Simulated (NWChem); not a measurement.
# doublet [BHO2]+ at 3 levels

We compute a comparison of 3 runs (U-revPBE/def2-TZVPP, UB3LYP/def2-TZVPP, UPBE0/def2-TZVPP) of doublet [BHO2]+. 

Program for the calculation: NWChem 7.3.0.

1 further run of the same task is left out (it didn't finish).

## 1. The molecule

[BHO2]+ has 4 atoms, charge +1, and is taken as a doublet. SMILES of the parent species: `O=BO`. The coordinates come from a PBE0-D4/def2-TZVP relaxation. That shape belongs to the parent species and isn't relaxed for this state.

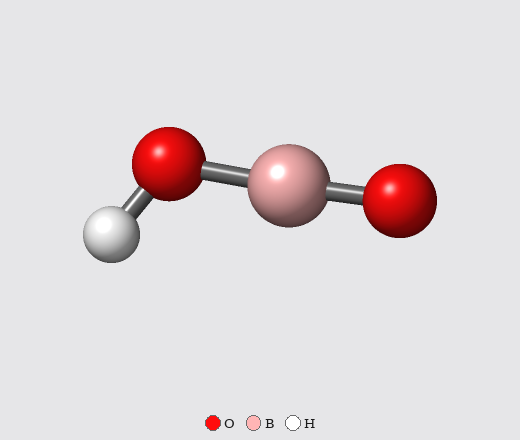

The structure, seen from a chosen angle (oxygen red, boron pink, hydrogen white).

## 2. The energy at U-revPBE/def2-TZVPP (run 1)

run.py

```python
from ase import Atoms
from ase.calculators.nwchem import NWChem

atoms = Atoms(['O', 'B', 'O', 'H'], positions=[
    [-1.555100, 0.523500, 0.428500],
    [-0.423900, 0.132000, 0.248600],
    [0.816700, -0.302000, 0.108600],
    [1.162300, -0.353500, -0.785700],
])

calc = NWChem(
    label='bho2',
    theory='dft',
    memory='2200 mb',
    basis='def2-TZVPP',
    basispar='spherical bse',
    charge=1,
    dft={'xc': 'revpbe cpbe96', 'mult': '2', 'grid': 'fine', 'convergence': 'energy 1e-08', 'iterations': '100', 'mulliken': None},
    task='energy',
)
atoms.calc = calc

print("Total energy (eV):", round(atoms.get_potential_energy(), 6))
```

On the command line:

```bash
$ export ASE_NWCHEM_COMMAND="nwchem PREFIX.nwi > PREFIX.nwo"
$ python run.py
```

Log:

```text
Total energy (eV): -4777.384737
```

The calculator wrote bho2.nwi:

```
title "bho2"

permanent_dir bho2

scratch_dir bho2

start bho2

geometry units angstrom nocenter noautosym noautoz
  O  -1.5550999999999999e+00 5.2349999999999997e-01 4.2849999999999999e-01
  B  -4.2390000000000000e-01 1.3200000000000001e-01 2.4859999999999999e-01
  O  8.1669999999999998e-01 -3.0199999999999999e-01 1.0860000000000000e-01
  H  1.1623000000000001e+00 -3.5349999999999998e-01 -7.8569999999999995e-01
end

charge 1

memory 2200 mb

basis spherical bse noprint
   * library def2-TZVPP
end

dft
  xc revpbe cpbe96
  mult 2
  grid fine
  convergence energy 1e-08
  iterations 100
  mulliken
end

task dft energy
```

bho2.nwo:

```text
Northwest Computational Chemistry Package (NWChem) 7.3.0
             --------------------------------------------------------

           Job information
           ---------------

    nwchem branch   = 7.3.0
    use scalapack   = T
    input           = bho2.nwi
    prefix          = bho2.
    data base       = bho2/bho2.db
    status          = startup
    nproc           =        1

           Memory information
           ------------------

    heap     =     72089598 doubles =      550.0 Mbytes
    stack    =     72089595 doubles =      550.0 Mbytes
    global   =    144179200 doubles =     1100.0 Mbytes (distinct from heap & stack)
    total    =    288358393 doubles =     2200.0 Mbytes
    verify   = yes
    hardfail = no

           Directory information
           ---------------------

  0 permanent = bho2
  0 scratch   = bho2

                                NWChem Input Module
                                -------------------

                                       bho2
                                       ----

[... 24 lines left out ...]
            Nuclear Dipole moment (a.u.)
[... 56 lines left out ...]
  convergence criterion.
[... 16 lines left out ...]
          Convergence on density requested:  1.00D-05
[... 20 lines left out ...]
          Spatial weights used:  Erf1
[... 3 lines left out ...]
          Convergence aids based upon iterative change in
[... 82 lines left out ...]
         Total DFT energy =     -175.565652293029
[... 1 line left out ...]
           Coulomb energy =      131.892749237538
[... 1 line left out ...]
 Nuclear repulsion energy =       54.005580487150
[... 760 lines left out ...]
                     DFT Final Beta Molecular Orbital Analysis
[... 837 lines left out ...]
   alpha     91     92     93     94     95     96     97     98     99    100
    beta     91     92     93     94     95     96     97     98     99    100
 overlap   0.995  0.976  0.995  0.980  0.994  0.969  0.966  0.999  0.999  0.996

   alpha    101    102    103    104    105    106    107
    beta    101    102    103    104    105    106    107
 overlap   0.999  0.999  1.000  1.000  1.000  1.000  1.000

     --------------------------
     Expectation value of S2:
     --------------------------
      <S2> =      0.7569 (Exact =     0.7500)

 center of mass
 --------------
 x =  -0.65726706 y =   0.19924163 z =   0.45242907

 moments of inertia (a.u.)
 ------------------
          27.055828728854          58.503818117670          27.339209915687
          58.503818117670         175.951385631258          -9.262376654710
          27.339209915687          -9.262376654710         189.397212069369

     Multipole analysis of the density
     ---------------------------------

     L   x y z        total         alpha         beta         nuclear
     -   - - -        -----         -----         ----         -------
     0   0 0 0      1.000000    -11.000000    -10.000000     22.000000

     1   1 0 0      0.182499      7.370740      5.783594    -12.971835
[... 8 lines of this table left out ...]
     2   0 0 2     -8.706351     -9.149239     -8.447577      8.890464

 Task  times  cpu:       22.6s     wall:       22.6s
 Total times  cpu:       22.6s     wall:       22.6s
```

It took 24 s on 1 thread of AMD EPYC 7B13 (Zen 3), shared host; peak memory 0.12 GiB.

## 3. A single-point energy at UB3LYP/def2-TZVPP (run 2)

run.py

```python
from ase import Atoms
from ase.calculators.nwchem import NWChem

atoms = Atoms(['O', 'B', 'O', 'H'], positions=[
    [-1.555100, 0.523500, 0.428500],
    [-0.423900, 0.132000, 0.248600],
    [0.816700, -0.302000, 0.108600],
    [1.162300, -0.353500, -0.785700],
])

calc = NWChem(
    label='a',
    theory='dft',
    memory='2200 mb',
    basis='def2-TZVPP',
    basispar='spherical bse',
    charge=1,
    dft={'xc': 'b3lyp', 'mult': '2', 'grid': 'fine', 'convergence': 'energy 1e-08', 'iterations': '100', 'mulliken': None},
    task='energy',
)
atoms.calc = calc

e = atoms.get_potential_energy()
print(f"E = {e:.6f} eV")
```

On the command line:

```bash
$ export ASE_NWCHEM_COMMAND="nwchem PREFIX.nwi > PREFIX.nwo"
$ python run.py
```

Log:

```text
E = -4778.803418 eV
```

The calculator wrote a.nwi:

```
title "a"

permanent_dir a

scratch_dir a

start a

geometry units angstrom nocenter noautosym noautoz
  O  -1.5550999999999999e+00 5.2349999999999997e-01 4.2849999999999999e-01
  B  -4.2390000000000000e-01 1.3200000000000001e-01 2.4859999999999999e-01
  O  8.1669999999999998e-01 -3.0199999999999999e-01 1.0860000000000000e-01
  H  1.1623000000000001e+00 -3.5349999999999998e-01 -7.8569999999999995e-01
end

charge 1

memory 2200 mb

basis spherical bse noprint
   * library def2-TZVPP
end

dft
  xc b3lyp
  mult 2
  grid fine
  convergence energy 1e-08
  iterations 100
  mulliken
end

task dft energy
```

a.nwo:

```text
Northwest Computational Chemistry Package (NWChem) 7.3.0
             --------------------------------------------------------

           Job information
           ---------------

    nwchem branch   = 7.3.0
    use scalapack   = T
    input           = a.nwi
    prefix          = a.
    data base       = a/a.db
    status          = startup
    nproc           =        1

           Memory information
           ------------------

    heap     =     72089598 doubles =      550.0 Mbytes
    stack    =     72089595 doubles =      550.0 Mbytes
    global   =    144179200 doubles =     1100.0 Mbytes (distinct from heap & stack)
    total    =    288358393 doubles =     2200.0 Mbytes
    verify   = yes
    hardfail = no

           Directory information
           ---------------------

  0 permanent = a
  0 scratch   = a

                                NWChem Input Module
                                -------------------

                                         a
                                         -

[... 24 lines left out ...]
            Nuclear Dipole moment (a.u.)
[... 54 lines left out ...]
  convergence criterion.
[... 16 lines left out ...]
          Convergence on density requested:  1.00D-05
[... 23 lines left out ...]
          Spatial weights used:  Erf1
[... 3 lines left out ...]
          Convergence aids based upon iterative change in
[... 82 lines left out ...]
         Total DFT energy =     -175.617787863483
[... 1 line left out ...]
           Coulomb energy =      131.932748895794
[... 1 line left out ...]
 Nuclear repulsion energy =       54.005580487150
[... 760 lines left out ...]
                     DFT Final Beta Molecular Orbital Analysis
[... 837 lines left out ...]
   alpha     91     92     93     94     95     96     97     98     99    100
    beta     91     92     93     94     95     96     97     98     99    100
 overlap   0.995  0.980  0.983  0.995  0.960  0.996  0.956  0.999  0.999  0.995

   alpha    101    102    103    104    105    106    107
    beta    101    102    103    104    105    106    107
 overlap   0.999  0.999  1.000  1.000  1.000  1.000  1.000

     --------------------------
     Expectation value of S2:
     --------------------------
      <S2> =      0.7618 (Exact =     0.7500)

 center of mass
 --------------
 x =  -0.65726706 y =   0.19924163 z =   0.45242907

 moments of inertia (a.u.)
 ------------------
          27.055828728854          58.503818117670          27.339209915687
          58.503818117670         175.951385631258          -9.262376654710
          27.339209915687          -9.262376654710         189.397212069369

     Multipole analysis of the density
     ---------------------------------

     L   x y z        total         alpha         beta         nuclear
     -   - - -        -----         -----         ----         -------
     0   0 0 0      1.000000    -11.000000    -10.000000     22.000000

     1   1 0 0      0.057451      7.441877      5.587409    -12.971835
[... 8 lines of this table left out ...]
     2   0 0 2     -8.678175     -9.139880     -8.428760      8.890464

 Task  times  cpu:       24.0s     wall:       24.0s
 Total times  cpu:       24.0s     wall:       24.0s
```

It took 26 s on 1 thread of AMD EPYC 7B13 (Zen 3), shared host; peak memory 0.12 GiB.

## 4. A single-point energy at UPBE0/def2-TZVPP (run 3)

bho2.nw

```
start bho2
memory 2200 mb
charge 1
geometry units angstroms noautosym nocenter noautoz
O       -1.555100       0.523500       0.428500
B       -0.423900       0.132000       0.248600
O        0.816700      -0.302000       0.108600
H        1.162300      -0.353500      -0.785700
end
basis spherical bse
* library def2-TZVPP
end
dft
xc pbe0
mult 2
grid fine
convergence energy 1e-08
iterations 100
mulliken
end
task dft
```

On the command line:

```bash
$ nwchem bho2.nw > bho2.out
```

Log:

```text
[...]
          Wavefunction type:  spin polarized.
          No. of atoms     :     4
          No. of electrons :    21
[...]
          Charge           :     1
          Spin multiplicity:     2
[...]
          AO basis - number of functions:   107
[...]
              XC Information
              --------------
                         PBE0 Method XC Functional
                     Hartree-Fock (Exact) Exchange  0.250
          PerdewBurkeErnzerhof Exchange Functional  0.750
            Perdew 1991 LDA Correlation Functional  1.000 local
           PerdewBurkeErnz. Correlation Functional  1.000 non-local
[...]
 d= 0,ls=0.0,diis     1   -175.2228387724 -2.29D+02  5.98D-03  5.09D-01     2.0
[...]
 d= 0,ls=0.0,diis    13   -175.4166079203 -8.98D-09  2.17D-07  3.87D-10    22.4
[...]
         Total DFT energy =     -175.416607920257
      One electron energy =     -340.186610935369
           Coulomb energy =      131.887025811838
    Exchange-Corr. energy =      -21.122603283876
 Nuclear repulsion energy =       54.005580487150
[...]
      Total Density - Mulliken Population Analysis
     ---------------------------------------------
    Atom       Charge   Shell Charges
 -----------   ------   -------------------------------------------------------
    1 O    8     7.79   0.79  1.18  0.64  0.92  0.31  1.81  1.66  0.46  0.00  0.02  0.00
    2 B    5     4.52   0.92  1.05  0.58  0.13  0.00  1.01  0.56  0.02  0.10  0.10  0.05
    3 O    8     8.00   0.79  1.18  0.59  0.90  0.26  1.89  1.83  0.54  0.00  0.01  0.00
    4 H    1     0.69   0.24  0.34  0.02  0.02  0.06  0.01
[...]
      <S2> =      0.7630 (Exact =     0.7500)
[...]
```

It took 23 s on 1 thread of AMD EPYC 7B13 (Zen 3), shared host; peak memory 0.12 GiB.

## 5. All runs side by side

```csv
run,level,energy (Eh),HOMO energy (eV),LUMO energy (eV),⟨S²⟩,wall time
1,U-revPBE/def2-TZVPP,-175.565652,-17.28,-16.33,0.757,24 s
2,UB3LYP/def2-TZVPP,-175.617788,-18.97,-15.48,0.762,26 s
3,UPBE0/def2-TZVPP,-175.416608,-19.31,-15.04,0.763,23 s
```

## 6. Results

```
                                 quantity          value
                      run 3: total energy  -175.41661 Eh
run 3: HOMO energy (highest over α and β)      -19.31 eV
 run 3: LUMO energy (lowest over α and β)      -15.04 eV
                              run 3: ⟨S²⟩          0.763
```

What this shows: Totals of different functionals can't be ranked against each other. All runs together took 73 s, the longest 26 s.
